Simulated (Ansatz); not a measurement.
**Nudged elastic band of ZrPH4Cl3O**

The run: nudged elastic band of ZrPH4Cl3O. Method and program: RKS BLYP-D4/def2-SVP (Ansatz 0.2.0).

It belongs to a series of runs on one base structure; here: band between the two ends. Figures and captions count atoms from 1; the log counts them from 0 in places.

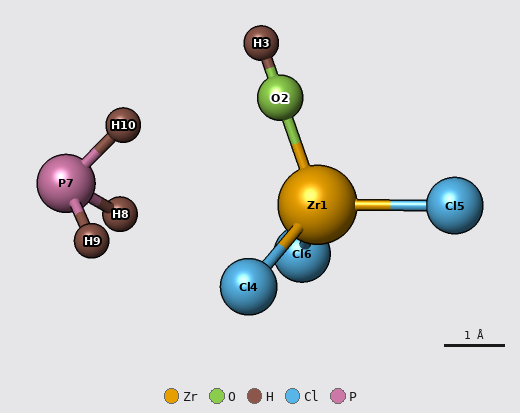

*The starting structure (ball-and-stick view, seen at a tilt; atoms are numbered from 1 in the order of the input). Sticks mark near contacts.*

Bond lengths as drawn: Cl–Zr 2.36 to 2.37 Å, H–O 0.97 Å, H–P 1.44 Å and O–Zr 1.91 Å.

Input
```yaml
crystal:
  periodic: [false, false, false]
  atoms:
    - { symbol: Zr, position_ang: [-0.240289, 0.241124, -0.116373] }
    - { symbol: O, position_ang: [-0.323079, 0.178369, 1.787342] }
    - { symbol: H, position_ang: [-0.389649, 0.121261, 2.75306] }
    - { symbol: Cl, position_ang: [2.008937, 0.437885, -0.837845] }
    - { symbol: Cl, position_ang: [-1.44059, 2.14329, -0.843241] }
    - { symbol: Cl, position_ang: [-1.249554, -1.691316, -1.045689] }
    - { symbol: P, position_ang: [1.863747, -3.185333, 1.532115] }
    - { symbol: H, position_ang: [0.760591, -3.411479, 0.633444] }
    - { symbol: H, position_ang: [2.531723, -2.315744, 0.597911] }
    - { symbol: H, position_ang: [1.193964, -2.081957, 2.173776] }
basis:
  gaussian: { orbitals: def2-SVP }
hamiltonian:
  xc: blyp
  dispersion: d4
neb:
  order_check: false
  images: 5
  f_tol: 0.05
  max_iterations: 60
  final_atoms:
    - { symbol: Zr, position_ang: [0.30464171, -0.33774091, -0.1343459] }
    - { symbol: O, position_ang: [-0.61980418, -0.59437592, 2.03997294] }
    - { symbol: H, position_ang: [-1.42795615, -1.14633106, 2.08976935] }
    - { symbol: Cl, position_ang: [1.3163477, -0.51924461, -2.25958046] }
    - { symbol: Cl, position_ang: [0.6295677, 1.94430999, 0.40573436] }
    - { symbol: Cl, position_ang: [-1.84817951, -1.31291712, -0.57941161] }
    - { symbol: P, position_ang: [2.05078357, -1.80016464, 1.21969178] }
    - { symbol: H, position_ang: [1.30818274, -2.98697088, 0.85831882] }
    - { symbol: H, position_ang: [3.04304755, -1.98065788, 0.19846423] }
    - { symbol: H, position_ang: [-0.04083015, -0.82980697, 2.79588649] }
  initial_path:
    images:
      - { positions_ang: [[-0.240289, 0.241124, -0.116373], [-0.323079, 0.178369, 1.787342], [-0.389649, 0.121261, 2.75306], [2.008937, 0.437885, -0.837845], [-1.44059, 2.14329, -0.843241], [-1.249554, -1.691316, -1.045689], [1.863747, -3.185333, 1.532115], [0.760591, -3.411479, 0.633444], [2.531723, -2.315744, 0.597911], [1.193964, -2.081957, 2.173776]] }
      - { positions_ang: [[-0.1614074, 0.16216286, -0.07465364], [-0.21506776, 0.1136879, 2.00112759], [-0.5621654, -0.01986633, 2.75709978], [2.12967443, 0.29762725, -0.83684738], [-1.35948095, 2.11699039, -0.83256809], [-1.22870384, -1.81022954, -0.97882116], [1.74304559, -2.88157625, 1.31881238], [0.74310689, -3.42256587, 0.67735491], [2.5780779, -2.34616424, 0.43099497], [1.04872154, -1.77396619, 2.17200065]] }
      - { positions_ang: [[-0.08252581, 0.08320172, -0.03293429], [-0.10705651, 0.0490068, 2.21491317], [-0.7346818, -0.16099365, 2.76113957], [2.25041186, 0.15736951, -0.83584976], [-1.2783719, 2.09069079, -0.82189517], [-1.20785368, -1.92914307, -0.91195333], [1.62234417, -2.57781951, 1.10550975], [0.72562277, -3.43365273, 0.72126581], [2.6244328, -2.37658447, 0.26407895], [0.90347909, -1.46597538, 2.17022529]] }
      - { positions_ang: [[-0.00364421, 0.00424058, 0.00878507], [0.00095473, -0.0156743, 2.42869876], [-0.90719819, -0.30212098, 2.76517935], [2.37114929, 0.01711176, -0.83485213], [-1.19726285, 2.06439118, -0.81122226], [-1.18700352, -2.04805661, -0.84508549], [1.50164276, -2.27406276, 0.89220713], [0.70813866, -3.4447396, 0.76517672], [2.6707877, -2.40700471, 0.09716292], [0.75823663, -1.15798457, 2.16844994]] }
      - { positions_ang: [[0.09911776, -0.10975325, -0.03892525], [-0.20596491, -0.20857484, 2.29912348], [-1.08078418, -0.58352434, 2.54004268], [2.01954876, -0.1616737, -1.30976157], [-0.58831933, 2.02436411, -0.40557005], [-1.40739552, -1.80301011, -0.75652753], [1.6846897, -2.11609672, 1.00136868], [0.90815336, -3.29215003, 0.79622409], [2.79487432, -2.2648891, 0.13093002], [0.49188104, -1.04859204, 2.37759546]] }
      - { positions_ang: [[0.20187974, -0.22374708, -0.08663558], [-0.41288454, -0.40147538, 2.16954821], [-1.25437016, -0.8649277, 2.31490601], [1.66794823, -0.34045915, -1.78467102], [0.02062419, 1.98433705, 8.216e-05], [-1.62778752, -1.55796362, -0.66796957], [1.86773663, -1.95813068, 1.11053023], [1.10816805, -3.13956045, 0.82727146], [2.91896093, -2.12277349, 0.16469713], [0.22552545, -0.9391995, 2.58674097]] }
      - { positions_ang: [[0.30464171, -0.33774091, -0.1343459], [-0.61980418, -0.59437592, 2.03997294], [-1.42795615, -1.14633106, 2.08976935], [1.3163477, -0.51924461, -2.25958046], [0.6295677, 1.94430999, 0.40573436], [-1.84817951, -1.31291712, -0.57941161], [2.05078357, -1.80016464, 1.21969178], [1.30818274, -2.98697088, 0.85831882], [3.04304755, -1.98065788, 0.19846423], [-0.04083015, -0.82980697, 2.79588649]] }
```

Command:
```bash
ansatz run input.yaml --threads 4 --pin off --max-ram 5120MiB --backend cpu --events-out ev --progress --plain --runs-dir out
```

What the program printed
```
Engine: ansatz 0.2.0, x86_64-unknown-linux-gnu
Functional definition: BLYP
  parameter beta = 0.0042
  parameter a = 0.04918
  parameter b = 0.132
  parameter c = 0.2533
  parameter d = 0.349
  exchange = b88_x(beta = beta)
  correlation = lyp_c(a = a, b = b, c = c, d = d)
1445 factors; their error is unknown
mean field evaluation 1: about -50231.6579 eV, gradient 6.5e1 eV
mean field evaluation 2: about -50105.8531 eV, gradient 2.2e2 eV
mean field evaluation 4: about -50238.1168 eV, gradient 2.3e1 eV
mean field evaluation 8: about -50239.6270 eV, gradient 1.8e-1 eV
mean field evaluation 16: about -50239.5741 eV, gradient 3.7e-4 eV
mean field -50239.57410198 eV, -1846.2702946413 hartree, gradient 1.1e-5 eV, S^2 0.000000; 0 other end points of the search recorded, 0 dependent functions left out
the calculation of the forces begins
reference -50239.57458152 eV, -1846.2703122643 hartree; 45, 45 occupied and 92, 92 virtual orbitals, 1445 factors
1445 factors; their error is unknown
mean field evaluation 32: about -50238.6235 eV, gradient 1.6e-2 eV
mean field -50238.62346130 eV, -1846.2353592407 hartree, gradient 6.8e-5 eV, S^2 0.000000; 0 other end points of the search recorded, 0 dependent functions left out
[... from here on the field's lines of each further geometry are left out, up to the last ...]
NEB iter   1: max|band force component| = 1.098e1 eV/Å  barrier→ = 3.5583 eV  barrier← = 2.7202 eV  Δτ_max = 0.2000 Å  (307 SCF iters)
NEB iter   2: max|band force component| = 2.001e0 eV/Å  barrier→ = 2.4335 eV  barrier← = 1.5955 eV  Δτ_max = 0.2000 Å  (183 SCF iters)
NEB iter   3: max|band force component| = 1.093e0 eV/Å  barrier→ = 1.9341 eV  barrier← = 1.0961 eV  Δτ_max = 0.2000 Å  (167 SCF iters)
NEB iter   4: max|band force component| = 8.559e-1 eV/Å  barrier→ = 1.5927 eV  barrier← = 0.7547 eV  Δτ_max = 0.2000 Å  (167 SCF iters)
NEB iter   5: max|band force component| = 6.179e-1 eV/Å  barrier→ = 1.3424 eV  barrier← = 0.5044 eV  Δτ_max = 0.1953 Å  (165 SCF iters)
NEB iter   6: max|band force component| = 2.427e-1 eV/Å  barrier→ = 1.1891 eV  barrier← = 0.3510 eV  CI = image 3  Δτ_max = 0.2000 Å  (157 SCF iters)
NEB iter   7: max|band force component| = 1.355e0 eV/Å  barrier→ = 1.3575 eV  barrier← = 0.5195 eV  CI = image 3  Δτ_max = 0.1017 Å  (162 SCF iters)
NEB iter   8: max|band force component| = 5.791e-1 eV/Å  barrier→ = 1.3907 eV  barrier← = 0.5527 eV  CI = image 3  Δτ_max = 0.2000 Å  (154 SCF iters)
NEB iter   9: max|band force component| = 8.596e-1 eV/Å  barrier→ = 1.3923 eV  barrier← = 0.5543 eV  CI = image 3  Δτ_max = 0.1004 Å  (168 SCF iters)
NEB iter  10: max|band force component| = 4.416e-1 eV/Å  barrier→ = 1.3462 eV  barrier← = 0.5082 eV  CI = image 3  Δτ_max = 0.1984 Å  (153 SCF iters)
NEB iter  11: max|band force component| = 4.457e-1 eV/Å  barrier→ = 1.2903 eV  barrier← = 0.4523 eV  CI = image 3  Δτ_max = 0.2000 Å  (160 SCF iters)
NEB iter  12: max|band force component| = 2.760e-1 eV/Å  barrier→ = 1.2748 eV  barrier← = 0.4368 eV  CI = image 3  Δτ_max = 0.1856 Å  (160 SCF iters)
NEB iter  13: max|band force component| = 1.201e-1 eV/Å  barrier→ = 1.2741 eV  barrier← = 0.4361 eV  CI = image 3  Δτ_max = 0.1438 Å  (154 SCF iters)
NEB iter  14: max|band force component| = 2.762e-1 eV/Å  barrier→ = 1.2698 eV  barrier← = 0.4318 eV  CI = image 3  Δτ_max = 0.0741 Å  (151 SCF iters)
NEB iter  15: max|band force component| = 1.941e-1 eV/Å  barrier→ = 1.2700 eV  barrier← = 0.4320 eV  CI = image 3  Δτ_max = 0.0738 Å  (154 SCF iters)
NEB iter  16: max|band force component| = 1.140e-1 eV/Å  barrier→ = 1.2676 eV  barrier← = 0.4296 eV  CI = image 3  Δτ_max = 0.0409 Å  (153 SCF iters)
NEB iter  17: max|band force component| = 6.057e-2 eV/Å  barrier→ = 1.2664 eV  barrier← = 0.4284 eV  CI = image 3  Δτ_max = 0.0271 Å  (147 SCF iters)
NEB iter  18: max|band force component| = 3.261e-2 eV/Å  barrier→ = 1.2660 eV  barrier← = 0.4280 eV  CI = image 3  Δτ_max = 0.0194 Å  (154 SCF iters)
NEB iter  19: max|band force component| = 5.644e-2 eV/Å  barrier→ = 1.2655 eV  barrier← = 0.4275 eV  CI = image 3  Δτ_max = 0.0441 Å  (31 SCF iters)
the calculation of the forces begins
reference -50238.59364323 eV, -1846.2342634468 hartree; 45, 45 occupied and 92, 92 virtual orbitals, 1445 factors
1445 factors; their error is unknown
mean field evaluation 928: about -50238.2086 eV, gradient 9.8e-5 eV
mean field -50238.20858168 eV, -1846.2201126958 hartree, gradient 1.1e-5 eV, S^2 0.000000; 1 other end points of the search recorded, 0 dependent functions left out
the calculation of the forces begins
reference -50238.20906065 eV, -1846.2201302977 hartree; 45, 45 occupied and 92, 92 virtual orbitals, 1445 factors
NEB iter  20: max|band force component| = 3.023e-2 eV/Å  barrier→ = 1.2652 eV  barrier← = 0.4271 eV  CI = image 3  Δτ_max = 0.0000 Å  (312 SCF iters)
```

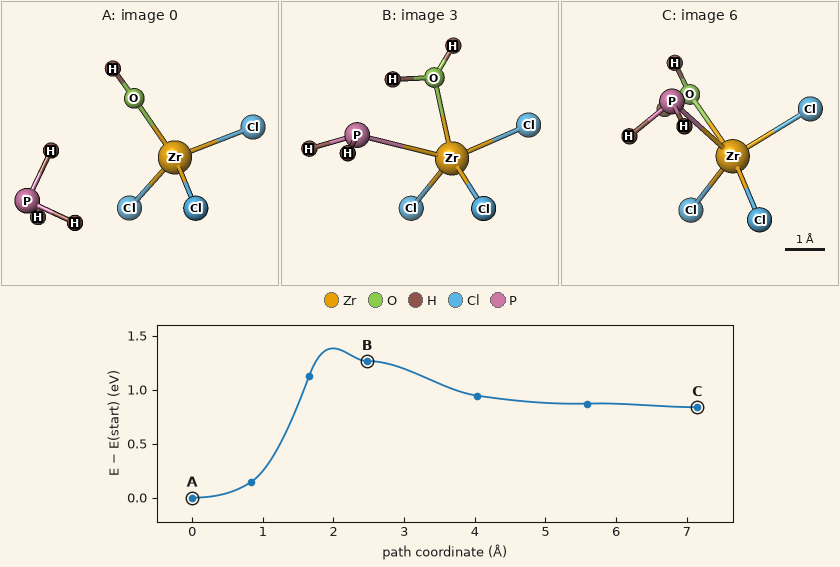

*Images of the last band (counted from 0; ball-and-stick, seen at a tilt) above the energy along the path; the line is a cubic interpolation that uses the forces.*

The highest image is number 3, 1.265 eV above the start and 0.427 eV above the end (the climbing image); the end lies 0.838 eV above the start. The path is 7.15 Å long. The band converged in 20 iterations.

```
Total energy: -50238.95309167 eV, -1846.2474729334 hartree
Atom 0 at     0.027674    -0.263224    -0.205758 Å, force    -0.001605    -0.002276     0.004092 eV/Å
Atom 1 at     0.035636    -0.247101     1.940655 Å, force     0.003995    -0.000561     0.022164 eV/Å
Atom 2 at    -0.359103     0.367366     2.593659 Å, force    -0.007300     0.011325    -0.013316 eV/Å
Atom 3 at     1.944767     0.461481    -1.368243 Å, force     0.004379    -0.000020    -0.005534 eV/Å
Atom 4 at    -1.315777     1.708334     0.040775 Å, force    -0.000753     0.002861    -0.000041 eV/Å
Atom 5 at    -1.341226    -1.722131    -1.455221 Å, force    -0.001566     0.000583     0.002358 eV/Å
Atom 6 at     1.373506    -2.371070     1.084258 Å, force    -0.003020     0.008880     0.002892 eV/Å
Atom 7 at     0.898255    -3.705623     0.922160 Å, force     0.002269     0.003536     0.001309 eV/Å
Atom 8 at     2.771378    -2.556342     0.874005 Å, force     0.000257     0.001947     0.002080 eV/Å
Atom 9 at     0.680691    -1.235590     2.208209 Å, force     0.003344    -0.026275    -0.016002 eV/Å
Dipole moment:     0.113981    -0.166279     0.650640 e Å
this run last wrote the band of iteration 20 to [file]; this run last wrote the band within `neb.f_tol` of iteration 18 to [file]
```

The last band as extended XYZ (Å, eV, eV/Å)
```
10
Properties=species:S:1:pos:R:3:forces:R:3 image=0 energy=-50240.21778
Zr   -0.2403    0.2411   -0.1164    0.0037  -0.0069   0.0206
O    -0.3231    0.1784    1.7873   -0.0091  -0.0022  -0.0175
H    -0.3896    0.1213    2.7531    0.0081   0.0044  -0.0025
Cl    2.0089    0.4379   -0.8378   -0.0015  -0.0017   0.0035
Cl   -1.4406    2.1433   -0.8432   -0.0014   0.0038  -0.0042
Cl   -1.2496   -1.6913   -1.0457   -0.0017   0.0017   0.0014
P     1.8637   -3.1853    1.5321   -0.0131   0.0156  -0.0295
H     0.7606   -3.4115    0.6334    0.0129   0.0015   0.0151
H     2.5317   -2.3157    0.5979   -0.0039  -0.0049   0.0173
H     1.1940   -2.0820    2.1738    0.0059  -0.0113  -0.0042
10
Properties=species:S:1:pos:R:3:forces:R:3 image=1 energy=-50240.07597
Zr   -0.1397    0.0648   -0.1036   -0.0767   0.1374   0.0000
O    -0.1747    0.0087    1.8146   -0.0557   0.0641  -0.0487
H    -0.4015    0.2902    2.7151    0.0225  -0.0389   0.0538
Cl    2.0012    0.4529   -1.0520    0.0036  -0.0177   0.0948
Cl   -1.4351    1.9980   -0.4263   -0.0601   0.1189  -0.2012
Cl   -1.2375   -1.7127   -1.2332    0.0063  -0.0229   0.1134
P     1.7269   -3.0039    1.6554    0.1027  -0.1600   0.0704
H     0.7985   -3.4825    0.6652    0.0065   0.0561  -0.0334
H     2.5949   -2.3812    0.6904   -0.0523   0.0238  -0.0337
H     0.9829   -1.7982    1.9088    0.1032  -0.1608  -0.0152
10
Properties=species:S:1:pos:R:3:forces:R:3 image=2 energy=-50239.09507
Zr   -0.0174   -0.1782   -0.1015   -0.1464   0.2109   0.2879
O    -0.0531   -0.1459    1.8982   -0.1851   0.2758  -0.1261
H    -0.4231    0.4145    2.6014   -0.1130   0.1703   0.0046
Cl    1.9489    0.4553   -1.2718   -0.0178  -0.0641   0.1682
Cl   -1.3501    1.7679   -0.0782   -0.0803   0.1396  -0.3190
Cl   -1.2897   -1.7144   -1.3983    0.0717  -0.0124   0.2041
P     1.5743   -2.6909    1.5457    0.4952  -0.7870   1.1938
H     0.8007   -3.5804    0.7610   -0.2564   0.3136  -0.3634
H     2.7011   -2.4066    0.7367   -0.1712   0.3787  -0.3690
H     0.8242   -1.4852    1.9413    0.4033  -0.6254  -0.6811
10
Properties=species:S:1:pos:R:3:forces:R:3 image=3 energy=-50238.95261
Zr    0.0277   -0.2632   -0.2058   -0.0016  -0.0023   0.0041
O     0.0356   -0.2471    1.9407    0.0040  -0.0006   0.0222
H    -0.3591    0.3674    2.5937   -0.0073   0.0113  -0.0133
Cl    1.9448    0.4615   -1.3682    0.0044   0.0000  -0.0055
Cl   -1.3158    1.7083    0.0408   -0.0008   0.0029   0.0000
Cl   -1.3412   -1.7221   -1.4552   -0.0016   0.0006   0.0024
P     1.3735   -2.3711    1.0843   -0.0030   0.0089   0.0029
H     0.8983   -3.7056    0.9222    0.0023   0.0035   0.0013
H     2.7714   -2.5563    0.8740    0.0003   0.0019   0.0021
H     0.6807   -1.2356    2.2082    0.0033  -0.0263  -0.0160
10
Properties=species:S:1:pos:R:3:forces:R:3 image=4 energy=-50239.27273
Zr    0.1842   -0.4789   -0.1669    0.0119  -0.0154  -0.0131
O    -0.4109   -0.5613    2.0722   -0.0538  -0.0351  -0.0073
H    -0.6967    0.3068    2.4333   -0.0225  -0.0022  -0.0088
Cl    1.8785    0.1681   -1.6699    0.0000  -0.0198  -0.0183
Cl   -0.7646    1.7085    0.3104    0.0479   0.0042   0.0228
Cl   -1.3847   -1.8275   -1.2834    0.0036  -0.0014   0.0091
P     1.8180   -2.1613    1.1875    0.0322   0.0269   0.0032
H     0.9984   -3.3137    0.9082   -0.0038   0.0258   0.0068
H     2.8033   -2.4579    0.1922   -0.0040   0.0009  -0.0442
H     0.2903   -0.9466    2.6509   -0.0115   0.0161   0.0498
10
Properties=species:S:1:pos:R:3:forces:R:3 image=5 energy=-50239.34564
Zr    0.2299   -0.4955   -0.1719   -0.0001   0.0013  -0.0032
O    -0.6746   -0.8001    2.0350    0.0056   0.0034  -0.0017
H    -1.0993    0.0191    2.3680    0.0054   0.0037   0.0019
Cl    1.5111   -0.2846   -2.1427    0.0023   0.0058   0.0067
Cl    0.0577    1.7932    0.5155   -0.0135  -0.0013  -0.0019
Cl   -1.7054   -1.6494   -0.8992    0.0042  -0.0031  -0.0056
P     2.0038   -1.9274    1.2023   -0.0063  -0.0069   0.0008
H     1.3353   -3.1543    0.8414   -0.0027  -0.0013   0.0017
H     3.0249   -2.0472    0.2030   -0.0034  -0.0031  -0.0004
H     0.0324   -1.0178    2.6832    0.0085   0.0015   0.0016
10
Properties=species:S:1:pos:R:3:forces:R:3 image=6 energy=-50239.37976
Zr    0.3046   -0.3377   -0.1343    0.0155  -0.0032   0.0133
O    -0.6198   -0.5944    2.0400   -0.0004   0.0044  -0.0072
H    -1.4280   -1.1463    2.0898   -0.0008  -0.0008   0.0023
Cl    1.3163   -0.5192   -2.2596   -0.0007   0.0002  -0.0013
Cl    0.6296    1.9443    0.4057   -0.0021   0.0009  -0.0006
Cl   -1.8482   -1.3129   -0.5794   -0.0074  -0.0030  -0.0024
P     2.0508   -1.8002    1.2197   -0.0080   0.0000  -0.0077
H     1.3082   -2.9870    0.8583   -0.0016   0.0008   0.0021
H     3.0430   -1.9807    0.1985    0.0028   0.0027   0.0010
H    -0.0408   -0.8298    2.7959    0.0028  -0.0021   0.0005
```

Summary

```tsv
quantity	value
outcome	converged
barrier, forward	1.265 eV
barrier, backward	0.427 eV
hardware	4 threads of Intel Xeon @ 2.80GHz (Skylake/Cascade Lake), 24 GiB of memory available, shared host
wall time	2.9 min (CPU time 11 min)
peak memory	0.24 GiB
```

Remarks

The order of the saddle point was not checked.
